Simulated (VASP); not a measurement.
Band structure of BAs (zinc blende). Computed with r2SCAN meta-GGA with spin-orbit coupling, VASP's PBE PAW potentials (set 64) (plane waves; VASP).

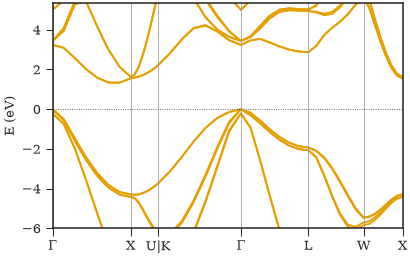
Fig. 1. Bands along high-symmetry lines, zero at the valence-band maximum or, without a gap, the Fermi level

Problem. Read the plot: is there a gap, and where are the band edges?

Solution. The gap is indirect, 1.33 eV, from the valence maximum at Γ to the conduction minimum at Γ-X at 0.86.

Measured: gap 1.82 eV (computed value off by -0.49 eV), as given by Wikipedia, List of semiconductor materials.

The compound is BAs in the zinc blende structure. It was relaxed first.
